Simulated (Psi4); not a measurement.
# CH4BO (SMILES [BH]OC): a chain of runs

We compute a geometry optimisation (UM06-2X/3-21G), then the harmonic vibrations of CH4BO. 

Program for the calculation: Psi4 1.11.

## (1) The molecule

CH4BO: 7 atoms, total charge 0, spin state doublet. SMILES: `[BH]OC`. All atoms were displaced at random from a relaxed shape. The run starts from this shape.

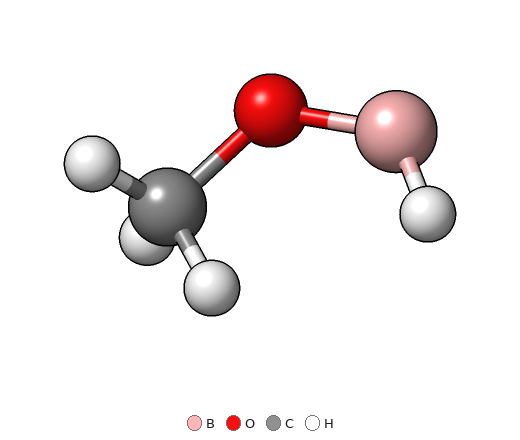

Viewed from a chosen angle; boron pink, oxygen red, carbon grey, hydrogen white.

## (2) A structure relaxation at UM06-2X/3-21G (density fitting) (run 1)

input.in reads:

```
memory 1.6 GB

molecule {
  0 2
  B     -1.357255    -1.077755    -0.235271
  O     -0.216504    -0.783568     0.612714
  C      0.763572     0.290346     0.269836
  H     -1.689920    -0.516017    -1.157256
  H      0.333651     0.776017    -0.704525
  H      0.658364     1.079943     1.055931
  H      1.576125    -0.075176     0.100290
}

set {
  basis        3-21G
  reference    uks
  geom_maxiter 60
}

E = opt('m06-2x')
print_variables()
```

On the command line:

```console
$ psi4 -n 1 input.in input.out
```

input.out:

```text
[...]
  Running in c1 symmetry.
[...]
  Nuclear repulsion =   62.306335658794602
[...]
  Multiplicity = 2
[...]
  Nalpha       = 12
  Nbeta        = 11
[...]
    Number of basis functions: 35
[...]
   @DF-UKS iter   1:  -139.59309608435316   -7.95366e-01   9.28584e-03 DIIS/ADIIS
[...]
   @DF-UKS iter   9:  -139.69377469176243   -3.97904e-13   3.17887e-09 DIIS
[...]
   @S^2 Observed:                7.539827986E-01
[...]
  @DF-UKS Final Energy:  -139.69377469176243
   => Energetics <=
    Nuclear Repulsion Energy =             63.2333055257481504
    One-Electron Energy =                -313.7316453789666184
    Two-Electron Energy =                 120.1305996916166094
    DFT Exchange-Correlation Energy =      -9.3260345301605607
    Empirical Dispersion Energy =           0.0000000000000000
    VV10 Nonlocal Energy =                  0.0000000000000000
    Total Energy =                       -139.6937746917623997
[...]
 Multipole Moments:
 ------------------------------------------------------------------------------------
     Multipole            Electronic (a.u.)      Nuclear  (a.u.)        Total (a.u.)
 ------------------------------------------------------------------------------------
 L = 1.  Multiply by 2.5417464519 to convert [e a0] to [Debye]
 Dipole X            :         -2.2365837            2.8954081            0.6588244
 Dipole Y            :         -2.6275273            3.4137349            0.7862075
 Dipole Z            :          0.8290441           -1.0882919           -0.2592478
 Magnitude           :                                                    1.0580082
[...]
  -Total Gradient:
     Atom            X                  Y                   Z
    ------   -----------------  -----------------  -----------------
       1       -0.000025178298     0.000036447753    -0.000092763859
       2       -0.000018426416     0.000039936491    -0.000040968119
       3        0.000111807772    -0.000036745317     0.000007108041
       4        0.000036976910     0.000111094356    -0.000085953847
       5        0.000047414445     0.000023049303     0.000040065986
       6       -0.000011596229    -0.000021531128     0.000039196856
       7       -0.000067763824    -0.000009804033     0.000039207385
[...]
    Final optimized geometry and variables:
    Molecular point group: c1
    Full point group: C1
    Geometry (in Angstrom), charge = 0, multiplicity = 2:
    B           -1.121346754719    -0.657813912520    -0.378032902649
    O           -0.031170289850    -0.313537816554     0.345000497286
    C            0.906715298483     0.771661902842     0.016911979254
    H           -1.464975665792    -0.112533411680    -1.392337952928
    H            0.605470079546     1.277760773872    -0.904778212552
    H            0.909462924372     1.475059118085     0.849829880321
    H            1.898030970753     0.333584885110    -0.099924329373
  Variable Map:
  ----------------------------------------------------------------------------
  "CURRENT ENERGY"              =>    -139.693774691762
[...]
```

On the terminal:

```text
Optimizer: Optimization complete!
```

Wall time 88 s (1 thread of AMD EPYC 7R43 (Zen 3), shared host); peak memory 0.59 GiB.

Steps, from the record of the run:

| step | energy from the first frame kept (eV) | largest force (eV/Å) |
| --- | --- | --- |
| 0 | 0.0000 | 13.5873 |
| 1 | -1.2203 | 2.4059 |
| 2 | -1.2903 | 0.5660 |
| 3 | -1.2858 | 0.3450 |
| 4 | -1.3001 | 0.1416 |
| 5 | -1.3007 | 0.0554 |
| 6 | -1.3007 | 0.0075 |

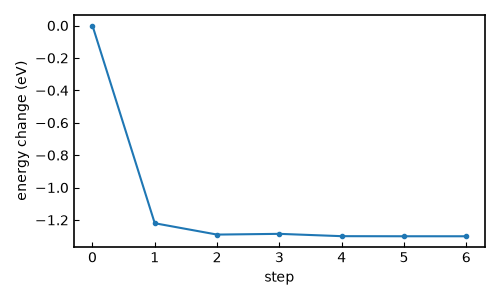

Energy along the run.

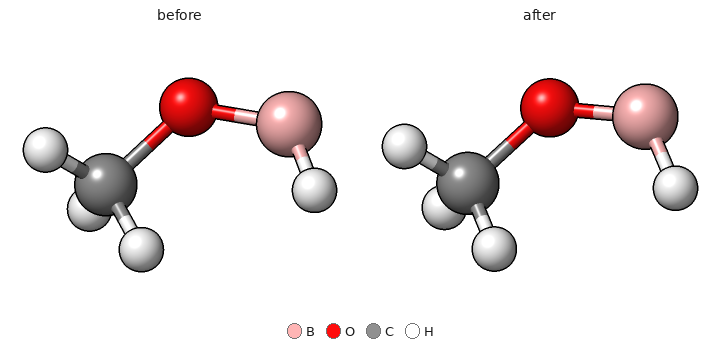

Before and after, at one scale.

After the run. Bond lengths: B1–O2 1.353 Å, O2–C3 1.471 Å, B1–H4 1.202 Å, C3–H5 1.094 Å, C3–H6 1.090 Å, C3–H7 1.090 Å. Angles: B1–O2–C3 125.6°, O2–B1–H4 124.5°, O2–C3–H5 110.7°, O2–C3–H6 107.9°, O2–C3–H7 107.9°, H5–C3–H6 110.2°, H5–C3–H7 110.2°, H6–C3–H7 109.8°.

## (3) Vibrational wavenumbers at UM06-2X/3-21G (density fitting) (run 2)

run.py reads:

```python
import psi4

psi4.set_memory('1600 MB')
psi4.set_num_threads(1)
psi4.set_output_file('psi4.out', False)

mol = psi4.geometry("""
0 2
B
O 1 1.352697
C 2 1.47137 1 125.6085
H 1 1.201759 2 124.47893 3 -0.0274
H 3 1.0938 2 110.70774 1 0.06246
H 3 1.090197 5 110.23981 2 -119.29543
H 3 1.090077 6 109.80915 5 121.66021
units angstrom
""")

psi4.set_options({
    'basis': '3-21G',
    'reference': 'uks',
    't': 600.0,
    'rotational_symmetry_number': 1,
})

E, wfn = psi4.frequencies("m06-2x", molecule=mol, return_wfn=True)
print('E =', round(E, 9))
print('wavenumbers / cm^-1:', wfn.frequencies().np.round(1))
for k, v in sorted(psi4.core.scalar_variables().items()):
    print(f'{k:45s} {v:18.10f}')
```

On the command line:

```console
$ python run.py
```

psi4.out:

```text
[...]
  Running in c1 symmetry.
[...]
  Nuclear repulsion =   63.233300184527160
[...]
  Multiplicity = 2
[...]
  Nalpha       = 12
  Nbeta        = 11
[...]
    Number of basis functions: 35
[...]
   @DF-UKS iter   1:  -139.64875734171184   -7.43690e-01   8.80136e-03 ADIIS/DIIS
[...]
   @DF-UKS iter  12:  -139.69377283048735   -1.64846e-12   7.46532e-09 DIIS
[...]
   @S^2 Observed:                7.539828043E-01
[...]
  @DF-UKS Final Energy:  -139.69377283048735
   => Energetics <=
    Nuclear Repulsion Energy =             63.2332932696967092
    One-Electron Energy =                -313.7316181349807493
    Two-Electron Energy =                 120.1305860163543997
    DFT Exchange-Correlation Energy =      -9.3260339815576856
    Empirical Dispersion Energy =           0.0000000000000000
    VV10 Nonlocal Energy =                  0.0000000000000000
    Total Energy =                       -139.6937728304873474
[...]
  -Total Gradient:
     Atom            X                  Y                   Z
    ------   -----------------  -----------------  -----------------
       1       -0.000010140165    -0.000082565492    -0.000061051692
       2       -0.000090408010    -0.000052269039    -0.000026307825
       3       -0.000966295000     0.000007900231     0.000084360950
       4       -0.000000201541    -0.000144300601     0.000012342453
       5       -0.000107650350    -0.000000344356     0.000065272885
       6        0.000566021565     0.000059133971     0.000491529174
       7        0.000607411971     0.000032199753    -0.000521062354
[...]
  ==> Harmonic Vibrational Analysis <==
[...]
  Freq [cm^-1]                 170.7501            361.0925            595.8301
[...]
  IR activ [km/mol]             2.6041              4.3877              0.7555
[...]
  Freq [cm^-1]                 911.6784           1025.9497           1164.8101
[...]
  IR activ [km/mol]            37.8038             23.8998              1.1606
[...]
  Freq [cm^-1]                1176.9712           1404.6328           1532.2291
[...]
  IR activ [km/mol]             6.2672             171.5979            16.4542
[...]
  Freq [cm^-1]                1561.8051           1573.7396           2626.2991
[...]
  IR activ [km/mol]             5.4249             16.9691             106.0145
[...]
  Freq [cm^-1]                3089.9721           3172.4257           3190.6331
[...]
  IR activ [km/mol]            18.8111             14.6006             12.5863
[...]
  Total E_0, Enthalpy at 0 [K]                                                         -139.64010376 [Eh]
[...]
  Total H, Enthalpy at  600.00 [K]                                                     -139.62647262 [Eh]
[...]
  Total G, Gibbs energy at  600.00 [K]                                                 -139.69984388 [Eh]
[...]
```

The script printed:

```text
Warning: used thermodynamics relations inappropriate for low-frequency modes: ['170.7501' '361.0925' '595.8301']
E = -139.693774693
wavenumbers / cm^-1: [ 170.8  361.1  595.8  911.7 1025.9 1164.8 1177.  1404.6 1532.2 1561.8
 1573.7 2626.3 3090.  3172.4 3190.6]
CURRENT ENERGY                                   -139.6937746932
CURRENT REFERENCE ENERGY                         -139.6937746932
DD SOLVATION ENERGY                                 0.0000000000
DFT FUNCTIONAL TOTAL ENERGY                      -139.6937746932
DFT TOTAL ENERGY                                 -139.6937746932
DFT VV10 ENERGY                                     0.0000000000
DFT XC ENERGY                                      -9.3260343866
ENTHALPY                                         -139.6264726237
ENTHALPY CORRECTION                                 0.0673020696
FINDIF NUMBER                                      37.0000000000
GIBBS FREE ENERGY                                -139.6998438825
GIBBS FREE ENERGY CORRECTION                       -0.0060691893
GRID ELECTRONS ALPHA                               11.9999902349
GRID ELECTRONS BETA                                10.9999931431
GRID ELECTRONS TOTAL                               22.9999833781
NUCLEAR REPULSION ENERGY                           63.2333001845
ONE-ELECTRON ENERGY                              -313.7316349826
PCM POLARIZATION ENERGY                             0.0000000000
PE ENERGY                                           0.0000000000
SCF ITERATION ENERGY                             -139.6937746932
SCF ITERATIONS                                     12.0000000000
SCF TOTAL ENERGY                                 -139.6937746932
THERMAL ENERGY                                   -139.6283727100
THERMAL ENERGY CORRECTION                           0.0654019833
TWO-ELECTRON ENERGY                               120.1305944915
ZERO K ENTHALPY                                  -139.6401037553
ZPVE                                                0.0536709379
```

Wall time 8.3 min (1 thread of AMD EPYC 7R43 (Zen 3), shared host); peak memory 0.57 GiB.

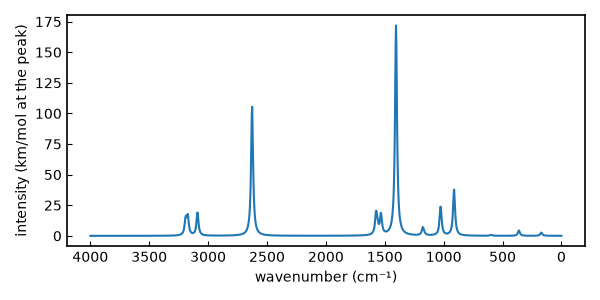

Harmonic infrared spectrum, unscaled, lines broadened by 10 cm⁻¹.

## (4) What came out

| quantity | value |
| --- | --- |
| run 1, UM06-2X/3-21G: total energy at the end | -139.69377 Eh |
| run 1, UM06-2X/3-21G: dipole moment | 2.69 D |
| run 1, UM06-2X/3-21G: HOMO energy (highest over α and β) | -6.18 eV |
| run 1, UM06-2X/3-21G: LUMO energy (lowest over α and β) | 0.22 eV |
| run 1, UM06-2X/3-21G: ⟨S²⟩ | 0.754 |
| run 2, UM06-2X/3-21G: lowest harmonic wavenumber | 171 cm⁻¹ |
| run 2, UM06-2X/3-21G: highest harmonic wavenumber | 3191 cm⁻¹ |
| run 2, UM06-2X/3-21G: zero-point energy | 140.9 kJ/mol |
| run 2, UM06-2X/3-21G: ideal-gas entropy at 600 K (symmetry number 1 as used) | 76.7 cal/(mol K) |

The optimisation (run 1, UM06-2X/3-21G) took 7 steps and changed the energy by -1.301 eV. All 15 modes (run 2, UM06-2X/3-21G) are real, so the shape is a minimum at this level.
